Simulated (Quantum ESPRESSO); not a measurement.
## Magnetic state of BaCoSO from several starts

A self-consistent run ends on one state, which hangs on the start. Several orders of BaCoSO are started in Quantum ESPRESSO and their energies compared.

Program: Quantum ESPRESSO 7.5. Level of theory: LDA with U = 3.5 eV on Co d (ortho-atomic projectors); plane waves with GBRV 1.5 LDA potentials, no spin-orbit coupling. Results are calculated unless marked as measured.

## 1. Starting point

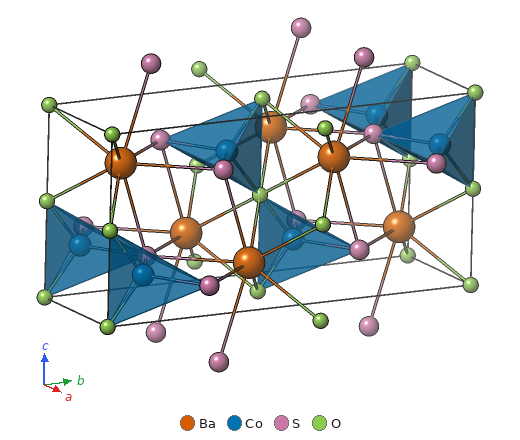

Start, viewed slightly off an axis; barium orange, cobalt blue, sulfur pink, oxygen green. This picture shows the conventional cell, with its axes. Some periodic images of atoms are drawn too.

Coordinates:

```cif
data_structure
_symmetry_space_group_name_H-M 'Cmcm'
_symmetry_Int_Tables_number 63
_cell_length_a 4.0354
_cell_length_b 12.9138
_cell_length_c 6.1795
_cell_angle_alpha 90.000
_cell_angle_beta 90.000
_cell_angle_gamma 90.000
_cell_volume 322.03
loop_
_atom_site_label
_atom_site_type_symbol
_atom_site_symmetry_multiplicity
_atom_site_Wyckoff_symbol
_atom_site_fract_x
_atom_site_fract_y
_atom_site_fract_z
_atom_site_occupancy
Ba1 Ba 4 c 0.50000 0.88638 0.25000 1
Co1 Co 4 c 0.50000 0.59436 0.25000 1
S1 S 4 c 0.00000 0.69043 0.25000 1
O1 O 4 a 0.00000 0.00000 0.50000 1
```

The cell comes from Materials Project 2023-11-01, a database of computed structures, and need not be the stable phase.

## 2. Run 1, typed as ferro ++

The signs are those of the starting moments on the seeded atoms, the atoms that are given a moment.

pw.in reads:

```
&CONTROL
  calculation = 'scf'
  prefix = 'pwscf'
  outdir = './tmp'
  pseudo_dir = './pseudo'
  disk_io = 'nowf'
/
&SYSTEM
  ibrav = 0
  celldm(1) = 8
  nat = 8
  ntyp = 4
  ecutwfc = 40
  ecutrho = 280
  nbnd = 54
  occupations = 'smearing'
  smearing = 'fd'
  degauss = 0.00367493
  nspin = 2
  starting_magnetization(1) = 0
  starting_magnetization(2) = 0.1765
  starting_magnetization(3) = 0
  starting_magnetization(4) = 0
/
&ELECTRONS
  conv_thr = 1.6d-08
  electron_maxstep = 150
  mixing_beta = 0.3
/
ATOMIC_SPECIES
Ba    137.3270 ba_lda_v1.uspp.F.UPF
Co     58.9332 co_lda_v1.2.uspp.F.UPF
S      32.0600 s_lda_v1.4.uspp.F.UPF
O      15.9990 o_lda_v1.2.uspp.F.UPF
CELL_PARAMETERS alat
   0.4766149123648   -1.5252208681147    0.0000000000000
   0.4766149123648    1.5252208681147    0.0000000000000
   0.0000000000000    0.0000000000000    1.4597057168843
ATOMIC_POSITIONS crystal
Ba      0.6136220000    0.3863780000    0.2500000000
Ba      0.3863780000    0.6136220000    0.7500000000
Co      0.9056390000    0.0943610000    0.2500000000
Co      0.0943610000    0.9056390000    0.7500000000
S       0.3095670000    0.6904330000    0.2500000000
S       0.6904330000    0.3095670000    0.7500000000
O       0.0000000000    0.0000000000    0.5000000000
O       0.0000000000    0.0000000000    0.0000000000
K_POINTS automatic
6 6 6 0 0 0
HUBBARD {ortho-atomic}
U Co-3d 3.5000
```

On the command line:

```sh
OMP_NUM_THREADS=1 mpirun -n 4 pw.x -nk 4 -in pw.in > pw.out
```

The program printed:

```text
Program PWSCF v.7.5 starts

     Message from routine setup:
     using ibrav=0 with symmetry is DISCOURAGED, use correct ibrav instead

     K-points division:     npool     =       4
     Subspace diagonalization in iterative solution of the eigenvalue problem:

     G-vector sticks info
     --------------------
     sticks:   dense  smooth     PW     G-vecs:    dense   smooth      PW
     Sum        2077    1187    379                85979    37137    6833

     Using Slab Decomposition

     bravais-lattice index     =            0
     lattice parameter (alat)  =       8.0000  a.u.
     unit-cell volume          =    1086.5898 (a.u.)^3
     number of atoms/cell      =            8
     number of atomic types    =            4
     number of electrons       =        78.00
     number of Kohn-Sham states=           54
     kinetic-energy cutoff     =      40.0000  Ry
     charge density cutoff     =     280.0000  Ry
     scf convergence threshold =      1.6E-08
     mixing beta               =       0.3000
     number of iterations used =            8  plain     mixing
     Exchange-correlation= SLA  PZ   NOGX NOGC
                           (   1   1   0   0   0   0   0)
     Hubbard projectors: ortho-atomic
     Hubbard parameters of DFT+U (Dudarev formulation) in eV:
     U(Co-3d) =  3.5000

     Internal variables: lda_plus_u =T, lda_plus_u_kind = 0

     Internal variables: orbital_resolved =F, hub_pot_fix =F, apply_U = F

     celldm(1)=   8.000000  celldm(2)=   0.000000  celldm(3)=   0.000000
     celldm(4)=   0.000000  celldm(5)=   0.000000  celldm(6)=   0.000000

     crystal axes: (cart. coord. in units of alat)
               a(1) = (   0.476615  -1.525221   0.000000 )
               a(2) = (   0.476615   1.525221   0.000000 )
               a(3) = (   0.000000   0.000000   1.459706 )

     reciprocal axes: (cart. coord. in units 2 pi/alat)
               b(1) = (  1.049065 -0.327821  0.000000 )
               b(2) = (  1.049065  0.327821 -0.000000 )
               b(3) = ( -0.000000  0.000000  0.685070 )

     PseudoPot. # 1 for Ba read from file:
     ba_lda_v1.uspp.F.UPF
     Pseudo is Ultrasoft + core correction, Zval = 10.0
     Generated by new atomic code, or converted to UPF format
     Using radial grid of  907 points,  7 beta functions with:
                l(1) =   0
                l(2) =   0
                l(3) =   1
                l(4) =   1
                l(5) =   2
                l(6) =   2
                l(7) =   3
     Q(r) pseudized with  6 coefficients,  rinner =    1.700   1.700   1.700
                                                       1.700   1.700   1.700
                                                       1.700

     PseudoPot. # 2 for Co read from file:
     co_lda_v1.2.uspp.F.UPF
     Pseudo is Ultrasoft + core correction, Zval = 17.0
     Generated by new atomic code, or converted to UPF format
     Using radial grid of  863 points,  6 beta functions with:
                l(1) =   0
                l(2) =   0
                l(3) =   1
                l(4) =   1
                l(5) =   2
                l(6) =   2
     Q(r) pseudized with  8 coefficients,  rinner =    1.200   1.200   1.200
                                                       1.200   1.200

     PseudoPot. # 3 for S  read from file:
     s_lda_v1.4.uspp.F.UPF
     Pseudo is Ultrasoft + core correction, Zval =  6.0
     Generated by new atomic code, or converted to UPF format
     Using radial grid of  907 points,  6 beta functions with:
                l(1) =   0
                l(2) =   0
                l(3) =   1
                l(4) =   1
                l(5) =   2
                l(6) =   2
     Q(r) pseudized with  8 coefficients,  rinner =    1.300   1.300   1.300
                                                       1.300   1.300

     PseudoPot. # 4 for O  read from file:
     o_lda_v1.2.uspp.F.UPF
     Pseudo is Ultrasoft + core correction, Zval =  6.0
     Generated by new atomic code, or converted to UPF format
     Using radial grid of  737 points,  5 beta functions with:
                l(1) =   0
                l(2) =   0
                l(3) =   1
                l(4) =   1
                l(5) =   2
     Q(r) pseudized with  8 coefficients,  rinner =    0.900   0.900   0.900
                                                       0.900   0.900

     atomic species   valence    mass     pseudopotential
     Ba               10.00   137.32700     Ba( 1.00)
     Co               17.00    58.93320     Co( 1.00)
     S                 6.00    32.06000     S ( 1.00)
     O                 6.00    15.99900     O ( 1.00)

     Starting magnetic structure
     atomic species   magnetization
     Ba              0.000
     Co              0.176
     S               0.000
     O               0.000

      8 Sym. Ops., with inversion, found ( 4 have fractional translation)

   Cartesian axes

     site n.     atom                  positions (alat units)
         1        Ba     tau(   1) = (   0.4766149  -0.3465973   0.3649264  )
         2        Ba     tau(   2) = (   0.4766149   0.3465973   1.0947793  )
         3        Co     tau(   3) = (   0.4766149  -1.2373781   0.3649264  )
         4        Co     tau(   4) = (   0.4766149   1.2373781   1.0947793  )
         5        S      tau(   5) = (   0.4766149   0.5809048   0.3649264  )
         6        S      tau(   6) = (   0.4766149  -0.5809048   1.0947793  )
         7        O      tau(   7) = (   0.0000000   0.0000000   0.7298529  )
         8        O      tau(   8) = (   0.0000000   0.0000000   0.0000000  )

     number of k points=    52  Fermi-Dirac smearing, width (Ry)=  0.0037
                       cart. coord. in units 2pi/alat
        k(    1) = (   0.0000000   0.0000000   0.0000000), wk =   0.0046296
        k(    2) = (   0.0000000   0.0000000   0.1141783), wk =   0.0092593
        k(    3) = (   0.0000000   0.0000000   0.2283565), wk =   0.0092593
        k(    4) = (   0.0000000   0.0000000  -0.3425348), wk =   0.0046296
        k(    5) = (   0.1748442   0.0546369   0.0000000), wk =   0.0185185
        [... 47 further k-points ...]

     Dense  grid:    85979 G-vectors     FFT dimensions: (  72,  72,  64)

     Smooth grid:    37137 G-vectors     FFT dimensions: (  54,  54,  48)

     Check: negative core charge=   -0.000013
     Generating pointlists ...
     new r_m :   0.2859 (alat units)  2.2874 (a.u.) for type    1
     new r_m :   0.1917 (alat units)  1.5338 (a.u.) for type    2
     new r_m :   0.2308 (alat units)  1.8464 (a.u.) for type    3
     new r_m :   0.1917 (alat units)  1.5338 (a.u.) for type    4

     Initial potential from superposition of free atoms

     starting charge      75.9745, renormalised to      78.0000

     negative rho (up, down):  1.007E-01 1.007E-01

     STARTING HUBBARD OCCUPATIONS:

     =================== HUBBARD OCCUPATIONS ===================
     ------------------------ ATOM    3 ------------------------
     Tr[ns(  3)] (up, down, total) =   5.00000  2.00000  7.00000
     Atomic magnetic moment for atom   3 =   3.00000
     [... lines left out ...]
     ------------------------ ATOM    4 ------------------------
     Tr[ns(  4)] (up, down, total) =   5.00000  2.00000  7.00000
     Atomic magnetic moment for atom   4 =   3.00000
     [... lines left out ...]
     Number of occupied Hubbard levels =   14.0000

     Atomic wfc used for Hubbard projectors are orthogonalized

     Starting wfcs are   68 randomized atomic wfcs

     Self-consistent Calculation

     iteration #  1     ecut=    40.00 Ry     beta= 0.30
     Davidson diagonalization with overlap
     ethr =  1.00E-02,  avg # of iterations =  3.0

     =================== HUBBARD OCCUPATIONS ===================
     ------------------------ ATOM    3 ------------------------
     Tr[ns(  3)] (up, down, total) =   4.65723  0.79859  5.45581
     Atomic magnetic moment for atom   3 =   3.85864
     [... lines left out ...]
     ------------------------ ATOM    4 ------------------------
     Tr[ns(  4)] (up, down, total) =   4.65723  0.79859  5.45581
     Atomic magnetic moment for atom   4 =   3.85864
     [... lines left out ...]
     Number of occupied Hubbard levels =   10.9116

     negative rho (up, down):  9.642E-02 9.445E-02

     total energy              =    -847.08957509 Ry
     estimated scf accuracy    <       9.41030341 Ry

     total magnetization       =     6.88 Bohr mag/cell
     absolute magnetization    =     8.70 Bohr mag/cell

     iteration #  2     ecut=    40.00 Ry     beta= 0.30
     Davidson diagonalization with overlap
     ethr =  1.00E-02,  avg # of iterations =  2.5

     negative rho (up, down):  9.545E-02 9.369E-02

     total energy              =    -848.49821490 Ry
     estimated scf accuracy    <      20.31132771 Ry

     total magnetization       =     1.15 Bohr mag/cell
     absolute magnetization    =     1.30 Bohr mag/cell

     iteration #  3     ecut=    40.00 Ry     beta= 0.30
     Davidson diagonalization with overlap
     ethr =  1.00E-02,  avg # of iterations =  1.7

     negative rho (up, down):  9.422E-02 9.268E-02

     total energy              =    -850.27409595 Ry
     estimated scf accuracy    <       0.35279060 Ry

     total magnetization       =     6.00 Bohr mag/cell
     absolute magnetization    =     6.20 Bohr mag/cell

     [... further iterations left out ...]

     iteration # 17     ecut=    40.00 Ry     beta= 0.30
     Davidson diagonalization with overlap
     ethr =  1.31E-08,  avg # of iterations =  2.0

     negative rho (up, down):  9.009E-02 9.049E-02

     total energy              =    -850.45800851 Ry
     estimated scf accuracy    <       0.00000072 Ry

     total magnetization       =     6.00 Bohr mag/cell
     absolute magnetization    =     6.02 Bohr mag/cell

     iteration # 18     ecut=    40.00 Ry     beta= 0.30
     Davidson diagonalization with overlap
     ethr =  9.20E-10,  avg # of iterations =  3.2

     negative rho (up, down):  9.009E-02 9.049E-02

     total energy              =    -850.45800927 Ry
     estimated scf accuracy    <       0.00000014 Ry

     total magnetization       =     6.00 Bohr mag/cell
     absolute magnetization    =     6.02 Bohr mag/cell

     iteration # 19     ecut=    40.00 Ry     beta= 0.30
     Davidson diagonalization with overlap
     ethr =  1.83E-10,  avg # of iterations =  3.7

     negative rho (up, down):  9.009E-02 9.049E-02

     total energy              =    -850.45800925 Ry
     estimated scf accuracy    <       0.00000004 Ry

     total magnetization       =     6.00 Bohr mag/cell
     absolute magnetization    =     6.02 Bohr mag/cell

     iteration # 20     ecut=    40.00 Ry     beta= 0.30
     Davidson diagonalization with overlap
     ethr =  5.15E-11,  avg # of iterations =  2.0

     negative rho (up, down):  9.009E-02 9.049E-02

     Magnetic moment per site  (integrated on atomic sphere of radius R)
     atom   1 (R=0.286)  charge=  7.0374  magn=  0.0043
     atom   2 (R=0.286)  charge=  7.0374  magn=  0.0043
     atom   3 (R=0.192)  charge= 14.2341  magn=  2.3691
     atom   4 (R=0.192)  charge= 14.2341  magn=  2.3691
     atom   5 (R=0.231)  charge=  3.9980  magn=  0.0888
     atom   6 (R=0.231)  charge=  3.9980  magn=  0.0888
     atom   7 (R=0.192)  charge=  5.3219  magn=  0.1823
     atom   8 (R=0.192)  charge=  5.3219  magn=  0.1823

     End of self-consistent calculation

     =================== HUBBARD OCCUPATIONS ===================
     ------------------------ ATOM    3 ------------------------
     Tr[ns(  3)] (up, down, total) =   4.93512  2.40068  7.33580
     Atomic magnetic moment for atom   3 =   2.53443
     [... lines left out ...]
     ------------------------ ATOM    4 ------------------------
     Tr[ns(  4)] (up, down, total) =   4.93512  2.40068  7.33580
     Atomic magnetic moment for atom   4 =   2.53443
     [... lines left out ...]
     Number of occupied Hubbard levels =   14.6716

     Number of k-points >= 100: set verbosity='high' to print the bands.

     the Fermi energy is     8.7266 ev

!    total energy              =    -850.45800926 Ry
     estimated scf accuracy    <          5.6E-09 Ry
     smearing contrib. (-TS)   =      -0.00000074 Ry
     internal energy E=F+TS    =    -850.45800852 Ry

     The total energy is F=E-TS. E is the sum of the following terms:
     one-electron contribution =    -609.49436142 Ry
     hartree contribution      =     338.56475494 Ry
     xc contribution           =    -151.16327948 Ry
     ewald contribution        =    -428.49799722 Ry
     Hubbard energy            =       0.13287466 Ry

     total magnetization       =     6.00 Bohr mag/cell
     absolute magnetization    =     6.02 Bohr mag/cell

     convergence has been achieved in  20 iterations

=------------------------------------------------------------------------------=
   JOB DONE.
=------------------------------------------------------------------------------=
```

The job ended after 6.6 min (4 MPI ranks of Arm Neoverse V1, shared host; peak memory 1.6 GiB; 26 min of CPU time).

Spin moment in the atom's sphere by atom:

| atom | spin moment in the atom's sphere (μB) |
| --- | --- |
| Ba1 | 0.00 |
| Ba2 | 0.00 |
| Co3 | 2.37 |
| Co4 | 2.37 |
| S5 | 0.09 |
| S6 | 0.09 |
| O7 | 0.18 |
| O8 | 0.18 |

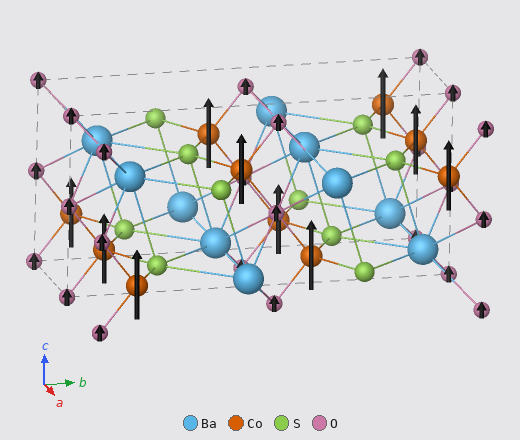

Spin moment in the atom's sphere as arrows, the longest 2.37 μB. Up and down stand for the sign. Arrows give size and sign along the axis of quantisation, drawn up and down the page. Each arrow also spans its atom, so small moments look longer than they are. 2×1×1 conventional cells are drawn. Some periodic images of atoms are drawn too.

This step gave:

| Quantity | Value |
| --- | --- |
| smearing term TS | 1.01e-5 eV |
| magnetization | 6 μB |
| absolute magnetization | 6.02 μB |
| final state | ferromagnetic |

(Continued in part 2 of 2.)

[Logs and program files are shortened in this print: banners, set-up blocks, solver, clock and traceback lines can be left out without a mark of their own.]

[Logs are printed without paths, hosts, clocks, repeated set-up lines and the standing remarks that a program may print on its own settings, such as how far it seeks lower states.]

[Hosts, paths, dates, database ids (printed as entryN), source tags and the programs' standing remarks are cut or masked in the printed files.]

[Where a cell is said to come from a database of computed structures, the database is the Materials Project.]
